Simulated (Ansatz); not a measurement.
C$_{3}$H$_{9}$ClSi: geometry relaxation

The run: geometry relaxation of C$_{3}$H$_{9}$ClSi, SMILES [SiH3]CCCCl. Method and program: RKS PBE-D4/def2-SVP (Ansatz 0.2.0).

The geometry: force-field start. Figures and captions count atoms from 1; the log counts them from 0 in places.

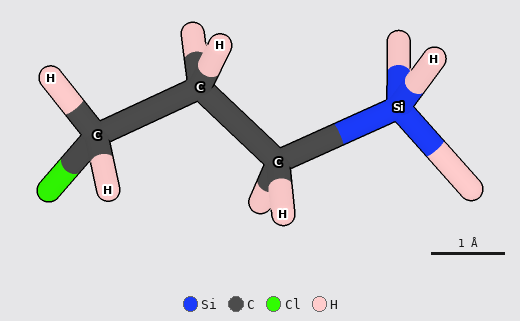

Fig. 1: The starting structure (stick view, seen at a tilt).

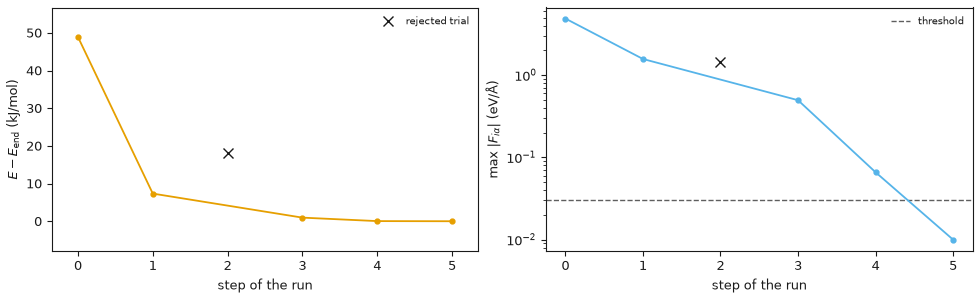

Fig. 2: Progress of the relaxation, step by step (the first geometry is step 0 here and step 1 in the log).

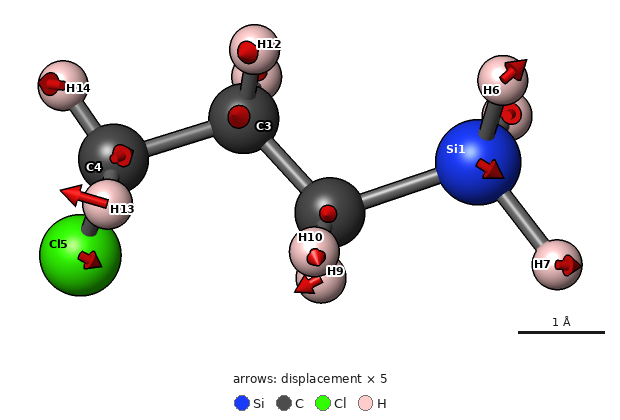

Fig. 3: The starting structure with the displacements as red arrows, magnified 5 times (ball-and-stick view, seen at a tilt). The two geometries are laid on each other by the best rigid fit. The largest move after the best rigid fit is that of H13, 0.12 Å. By element the largest moves are H 0.12 Å, C 0.09 Å, Si 0.08 Å, Cl 0.06 Å. Among the contacts that change: C3–C4 1.609 → 1.524 Å, C4–H13 1.037 → 1.108 Å, Si1–C2 1.835 → 1.897 Å, C4–H14 1.050 → 1.107 Å. Among the angles that change: H13–C4–H14 117.9° → 108.6°, C3–C4–H14 106.3° → 111.5°, C3–C4–Cl5 107.4° → 112.2°. After 5 geometry steps the energy has fallen by 48.9 kJ/mol. Largest force component: 4.9 eV/Å at the start, 0.01 eV/Å at the end. The line search rejected the trial step at point 2 (counted from 0) and went back. (Atoms are counted from 1 in the order of the input.)

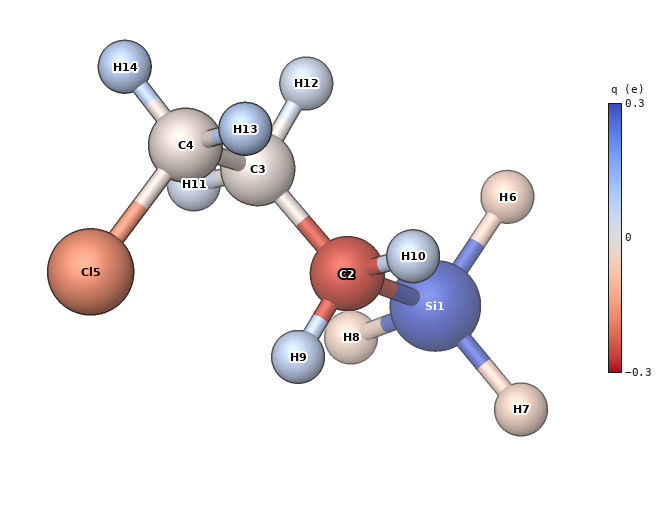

Fig. 4: Mulliken charges, as the colour of each atom (ball-and-stick view, seen at a tilt; atoms are numbered from 1 in the order of the input; Mulliken charges depend strongly on the basis). By element: Si +0.29, C −0.24 to −0.02, Cl −0.16 and H −0.06 to +0.07 e.

The input that produced these results follows, with the program's output.

## Input
```yaml
crystal:
  periodic: [false, false, false]
  atoms:
    - {symbol: Si, position_ang: [-1.737500, 0.749600, 1.019700]}
    - {symbol: C, position_ang: [-0.299500, 0.618100, -0.113000]}
    - {symbol: C, position_ang: [0.441400, -0.698500, 0.012500]}
    - {symbol: C, position_ang: [1.797200, -0.754900, -0.852700]}
    - {symbol: Cl, position_ang: [1.323800, -0.798400, -2.599000]}
    - {symbol: H, position_ang: [-1.355900, 0.714400, 2.424600]}
    - {symbol: H, position_ang: [-2.411000, 2.112400, 0.793700]}
    - {symbol: H, position_ang: [-2.722800, -0.272200, 0.722800]}
    - {symbol: H, position_ang: [-0.638800, 0.760900, -1.101700]}
    - {symbol: H, position_ang: [0.386800, 1.457200, 0.116600]}
    - {symbol: H, position_ang: [-0.193600, -1.547900, -0.183800]}
    - {symbol: H, position_ang: [0.806800, -0.820400, 1.087600]}
    - {symbol: H, position_ang: [2.330100, 0.117700, -0.682500]}
    - {symbol: H, position_ang: [2.259700, -1.667300, -0.616100]}
basis:
  gaussian: {orbitals: def2-SVP}
hamiltonian: {xc: pbe, dispersion: d4}
relax: {f_tol: 0.03, max_steps: 200}
```

Launched with:
```bash
ansatz run in.yaml --threads 4 --pin off --events-out ev --progress --plain --max-ram 10444MiB
```

## Output
```
Functional definition: PBE
  name "PBE"
  cite "Perdew, Burke & Ernzerhof, Phys. Rev. Lett. 77, 3865 (1996) doi:10.1103/PhysRevLett.77.3865"
  parent pbe
  parameter kappa = 0.804
  parameter beta = 0.06672455060314922
  exchange = pbe_x(kappa = kappa, mu = beta*pi^2/3)
  correlation = pbe_c(beta = beta)
1387 factors; their error is unknown
mean field evaluation 1: about -23624.4228 eV, gradient 6.3e1 eV
mean field evaluation 2: about -23605.0611 eV, gradient 1.0e2 eV
mean field evaluation 4: about -23634.9195 eV, gradient 3.5e0 eV
mean field evaluation 8: about -23634.9516 eV, gradient 2.3e-1 eV
mean field evaluation 16: about -23634.8682 eV, gradient 3.7e-4 eV
mean field -23634.86822968 eV, -868.5653871516 hartree, gradient 3.4e-5 eV, S^2 0.000000; 0 other end points of the search recorded, 0 dependent functions left out
the calculation of the forces begins
reference -23634.86826855 eV, -868.5653885802 hartree; 29, 29 occupied and 94, 94 virtual orbitals, 1387 factors
relax step   1: F+E_penalty+E_count = -23635.17631549 eV  Δ(F+E_penalty+E_count) = +0.000e0 eV  max|allowed force component| = 4.865e0 eV/Å  Δτ_max = 0.0000 Å  (28 SCF iters, accepted)
these checks for a lower state are left out or cut short: starts, cluster_reference, orbital_swaps, neighbouring_geometries, increment
1387 factors; their error is unknown
mean field -23635.30246146 eV, -868.5813448751 hartree, gradient 2.1e-5 eV, S^2 0.000000; 0 other end points of the search recorded, 0 dependent functions left out
the calculation of the forces begins
reference -23635.30250072 eV, -868.5813463181 hartree; 29, 29 occupied and 94, 94 virtual orbitals, 1387 factors
relax step   2: F+E_penalty+E_count = -23635.60703932 eV  Δ(F+E_penalty+E_count) = -4.307e-1 eV  max|allowed force component| = 1.569e0 eV/Å  Δτ_max = 0.0792 Å  (28 SCF iters, accepted)
these checks for a lower state are left out or cut short: starts, cluster_reference, orbital_swaps, neighbouring_geometries, increment
1387 factors; their error is unknown
mean field evaluation 32: about -23635.1906 eV, gradient 2.4e-5 eV
mean field -23635.19055298 eV, -868.5772323146 hartree, gradient 2.4e-5 eV, S^2 0.000000; 0 other end points of the search recorded, 0 dependent functions left out
the calculation of the forces begins
reference -23635.19059218 eV, -868.5772337550 hartree; 29, 29 occupied and 94, 94 virtual orbitals, 1387 factors
relax step   3: F+E_penalty+E_count = -23635.49649280 eV  Δ(F+E_penalty+E_count) = +1.105e-1 eV  max|allowed force component| = 1.443e0 eV/Å  Δτ_max = 0.1694 Å  (28 SCF iters, rejected (line search))
these checks for a lower state are left out or cut short: starts, cluster_reference, orbital_swaps, neighbouring_geometries, increment
1387 factors; their error is unknown
mean field -23635.36692076 eV, -868.5837137107 hartree, gradient 2.0e-5 eV, S^2 0.000000; 0 other end points of the search recorded, 0 dependent functions left out
the calculation of the forces begins
reference -23635.36696006 eV, -868.5837151551 hartree; 29, 29 occupied and 94, 94 virtual orbitals, 1387 factors
relax step   4: F+E_penalty+E_count = -23635.67316841 eV  Δ(F+E_penalty+E_count) = -6.613e-2 eV  max|allowed force component| = 4.948e-1 eV/Å  Δτ_max = 0.0847 Å  (29 SCF iters, accepted)
these checks for a lower state are left out or cut short: starts, cluster_reference, orbital_swaps, neighbouring_geometries, increment
1387 factors; their error is unknown
mean field -23635.37700367 eV, -868.5840842510 hartree, gradient 1.9e-5 eV, S^2 0.000000; 0 other end points of the search recorded, 0 dependent functions left out
the calculation of the forces begins
reference -23635.37704293 eV, -868.5840856939 hartree; 29, 29 occupied and 94, 94 virtual orbitals, 1387 factors
relax step   5: F+E_penalty+E_count = -23635.68270107 eV  Δ(F+E_penalty+E_count) = -9.533e-3 eV  max|allowed force component| = 6.585e-2 eV/Å  Δτ_max = 0.0411 Å  (29 SCF iters, accepted)
these checks for a lower state are left out or cut short: starts, cluster_reference, orbital_swaps, neighbouring_geometries, increment
1387 factors; their error is unknown
mean field -23635.37740997 eV, -868.5840991821 hartree, gradient 1.9e-5 eV, S^2 0.000000; 0 other end points of the search recorded, 0 dependent functions left out
the calculation of the forces begins
reference -23635.37744923 eV, -868.5841006251 hartree; 29, 29 occupied and 94, 94 virtual orbitals, 1387 factors
relax step   6: F+E_penalty+E_count = -23635.68308483 eV  Δ(F+E_penalty+E_count) = -3.838e-4 eV  max|allowed force component| = 9.975e-3 eV/Å  Δτ_max = 0.0142 Å  (30 SCF iters, accepted)
1387 factors; their error is unknown
mean field evaluation 64: about -23635.4622 eV, gradient 6.4e-2 eV
mean field -23635.37740997 eV, -868.5840991821 hartree, gradient 2.4e-5 eV, S^2 0.000000; 1 other end points of the search recorded, 0 dependent functions left out
the calculation of the forces begins
reference -23635.37744923 eV, -868.5841006251 hartree; 29, 29 occupied and 94, 94 virtual orbitals, 1387 factors
Total energy: -23635.68312410 eV, -868.5953339691 hartree
Atom 0 at    -1.800205     0.790842     1.011116 Å, force     0.002054     0.000435    -0.001619 eV/Å
Atom 1 at    -0.264328     0.646557    -0.092920 Å, force     0.002042     0.003743     0.001724 eV/Å
Atom 2 at     0.508940    -0.669121     0.057452 Å, force    -0.002711     0.001090     0.001088 eV/Å
Atom 3 at     1.723488    -0.788268    -0.855654 Å, force     0.003445    -0.004025    -0.009975 eV/Å
Atom 4 at     1.267150    -0.771934    -2.607702 Å, force    -0.006617     0.000448     0.001878 eV/Å
Atom 5 at    -1.418780     0.679996     2.465360 Å, force     0.000508    -0.000236     0.001987 eV/Å
Atom 6 at    -2.479702     2.116554     0.795454 Å, force     0.000227     0.000093    -0.002109 eV/Å
Atom 7 at    -2.779406    -0.310965     0.700426 Å, force     0.000354    -0.002012    -0.002237 eV/Å
Atom 8 at    -0.584348     0.766267    -1.150668 Å, force    -0.005432     0.000442    -0.004044 eV/Å
Atom 9 at     0.400890     1.511545     0.125303 Å, force    -0.001384     0.004087     0.001830 eV/Å
Atom 10 at    -0.161156    -1.536429    -0.128855 Å, force    -0.000031    -0.000343     0.002088 eV/Å
Atom 11 at     0.878117    -0.782541     1.102034 Å, force     0.000303    -0.003672     0.002025 eV/Å
Atom 12 at     2.427761     0.054645    -0.708766 Å, force     0.004835     0.008136     0.006226 eV/Å
Atom 13 at     2.268280    -1.736449    -0.683880 Å, force     0.002408    -0.008186     0.001138 eV/Å
Dipole moment:     0.196289    -0.014567     0.259336 e Å
```

## Trajectory as extended XYZ (Å, eV, eV/Å), 6 frames, from step=1 to step=6
```
14
Properties=species:S:1:pos:R:3:forces:R:3 step=1 energy=-23635.17632
Si   -1.7375    0.7496    1.0197   -0.8169   1.6107  -0.1952
C    -0.2995    0.6181   -0.1130    1.2203  -0.2823   1.2599
C     0.4414   -0.6985    0.0125    2.6535   0.7542   0.7253
C     1.7972   -0.7549   -0.8527   -4.8648  -0.7611  -0.2143
Cl    1.3238   -0.7984   -2.5990    0.2809   0.0312  -0.0988
H    -1.3559    0.7144    2.4246    0.2894  -0.1734   0.8973
H    -2.4110    2.1124    0.7937    0.1405  -0.3843   0.0737
H    -2.7228   -0.2722    0.7228   -0.6964  -0.8211  -0.1167
H    -0.6388    0.7609   -1.1017   -0.6158   0.2842  -1.9702
H     0.3868    1.4572    0.1166    0.0719   0.1376  -0.0198
H    -0.1936   -1.5479   -0.1838   -0.4815  -0.8766  -0.4238
H     0.8068   -0.8204    1.0876   -0.3139   0.0192  -0.6469
H     2.3301    0.1177   -0.6825    1.7305   2.0488   0.4256
H     2.2597   -1.6673   -0.6161    1.4025  -1.5871   0.3039
14
Properties=species:S:1:pos:R:3:forces:R:3 step=2 energy=-23635.60704
Si   -1.7801    0.7979    1.0154   -0.3807   0.3746   0.0994
C    -0.2916    0.6226   -0.0998    0.4631  -0.0166   0.2195
C     0.4804   -0.6862    0.0539    0.9251  -0.0446  -0.3829
C     1.7506   -0.7804   -0.8605   -1.5687   0.0799   0.3731
Cl    1.3602   -0.7653   -2.6306   -0.1055   0.0106   0.1427
H    -1.3736    0.7087    2.4479    0.0776  -0.0134   0.2712
H    -2.4611    2.1343    0.7977    0.0842  -0.1356   0.0077
H    -2.7689   -0.2836    0.7506   -0.2109  -0.2235  -0.0570
H    -0.6238    0.7428   -1.1366   -0.1114   0.0419  -0.5249
H     0.3827    1.4809    0.1109    0.0268   0.0624  -0.0240
H    -0.1514   -1.5577   -0.1778   -0.2781  -0.2209  -0.0031
H     0.8307   -0.8195    1.1135   -0.0410   0.0389  -0.3308
H     2.3656    0.0989   -0.6837    0.6579   0.3278   0.1029
H     2.2670   -1.7227   -0.6721    0.4618  -0.2816   0.1060
14
Properties=species:S:1:pos:R:3:forces:R:3 step=3 energy=-23635.49649 accepted=F
Si   -1.8148    0.7935    1.0805    0.6806  -0.0172  -0.8792
C    -0.2944    0.6176   -0.1681   -0.5856   0.0263   0.2898
C     0.4833   -0.6946   -0.0384    0.2164   0.2566   1.4431
C     1.7852   -0.7711   -0.8057   -0.5844  -0.2358  -0.6100
Cl    1.3159   -0.6963   -2.5416    0.4434   0.0107  -0.7502
H    -1.3676    0.7218    2.5231    0.0158  -0.0360  -0.1317
H    -2.4592    2.1328    0.8339   -0.0206  -0.0245   0.0679
H    -2.8375   -0.2856    0.8131    0.0771   0.0295   0.0744
H    -0.6346    0.7045   -1.2267   -0.1948   0.1418   0.2098
H     0.3783    1.4885    0.0057   -0.0304  -0.0331   0.0450
H    -0.1907   -1.5659   -0.2135    0.3244   0.0561  -0.2578
H     0.8181   -0.7895    1.0131   -0.1517  -0.1356   0.4329
H     2.5040    0.0503   -0.5990   -0.2317   0.0396   0.0472
H     2.3008   -1.7354   -0.6478    0.0416  -0.0784   0.0189
14
Properties=species:S:1:pos:R:3:forces:R:3 step=4 energy=-23635.67317
Si   -1.7898    0.7946    1.0112   -0.0351   0.0015   0.0392
C    -0.2704    0.6311   -0.1111   -0.1221   0.0548   0.0676
C     0.4949   -0.6861    0.0533    0.0275   0.0912  -0.0183
C     1.7265   -0.7764   -0.8286    0.0096  -0.0997  -0.4948
Cl    1.2791   -0.7486   -2.6127    0.1268  -0.0154   0.3929
H    -1.3774    0.6939    2.4593   -0.0115   0.0022  -0.0168
H    -2.4640    2.1234    0.7988   -0.0005   0.0034  -0.0045
H    -2.7878   -0.3012    0.7356    0.0212   0.0067  -0.0088
H    -0.5957    0.7482   -1.1679    0.0143  -0.0323   0.0152
H     0.3956    1.4986    0.0988    0.0118  -0.0370   0.0041
H    -0.1621   -1.5556   -0.1632   -0.0259   0.0097   0.0153
H     0.8389   -0.8095    1.1056   -0.0051   0.0067   0.0031
H     2.4149    0.0784   -0.6783   -0.0092   0.0014   0.0175
H     2.2840   -1.7200   -0.6720   -0.0018   0.0069  -0.0116
14
Properties=species:S:1:pos:R:3:forces:R:3 step=5 energy=-23635.68270
Si   -1.7995    0.7932    1.0113   -0.0041  -0.0120   0.0049
C    -0.2661    0.6420   -0.0942    0.0225   0.0220   0.0037
C     0.5064   -0.6740    0.0563    0.0220   0.0047   0.0170
C     1.7248   -0.7860   -0.8529   -0.0414   0.0018  -0.0659
Cl    1.2668   -0.7747   -2.6084    0.0158   0.0025   0.0498
H    -1.4159    0.6810    2.4653    0.0001   0.0020  -0.0051
H    -2.4751    2.1211    0.7967    0.0017  -0.0003  -0.0037
H    -2.7820   -0.3061    0.7029   -0.0053  -0.0016  -0.0014
H    -0.5826    0.7640   -1.1527   -0.0165  -0.0035  -0.0043
H     0.4020    1.5049    0.1248   -0.0069   0.0011   0.0014
H    -0.1610   -1.5425   -0.1332   -0.0007   0.0009   0.0002
H     0.8734   -0.7874    1.1021   -0.0054  -0.0068  -0.0055
H     2.4190    0.0656   -0.7066    0.0134  -0.0119   0.0004
H     2.2766   -1.7304   -0.6828    0.0047   0.0011   0.0083
14
Properties=species:S:1:pos:R:3:forces:R:3 step=6 energy=-23635.68309
Si   -1.8002    0.7908    1.0111    0.0021   0.0004  -0.0016
C    -0.2643    0.6466   -0.0929    0.0020   0.0037   0.0017
C     0.5089   -0.6691    0.0575   -0.0027   0.0011   0.0011
C     1.7235   -0.7883   -0.8557    0.0034  -0.0040  -0.0100
Cl    1.2671   -0.7719   -2.6077   -0.0066   0.0004   0.0019
H    -1.4188    0.6800    2.4654    0.0005  -0.0002   0.0020
H    -2.4797    2.1166    0.7955    0.0002   0.0001  -0.0021
H    -2.7794   -0.3110    0.7004    0.0004  -0.0020  -0.0022
H    -0.5843    0.7663   -1.1507   -0.0054   0.0004  -0.0040
H     0.4009    1.5115    0.1253   -0.0014   0.0041   0.0018
H    -0.1612   -1.5364   -0.1289    0.0000  -0.0003   0.0021
H     0.8781   -0.7825    1.1020    0.0003  -0.0037   0.0020
H     2.4278    0.0546   -0.7088    0.0048   0.0081   0.0062
H     2.2683   -1.7364   -0.6839    0.0024  -0.0082   0.0011
```

## Results in brief

- outcome: converged
- total energy: −23635.6831 eV
- mean-field energy: −23635.3774 eV
- dispersion energy: −0.3057 eV
- SCF solution under orbital rotations: stable
- largest force (length of the vector) at the end: 0.011 eV/Å
- dipole moment: 1.56 D
- hardware: 4 threads of Intel Xeon @ 2.60GHz, 23 GiB of memory available, shared host
- wall time: 11 s (CPU time 32 s)
- peak memory: 0.19 GiB
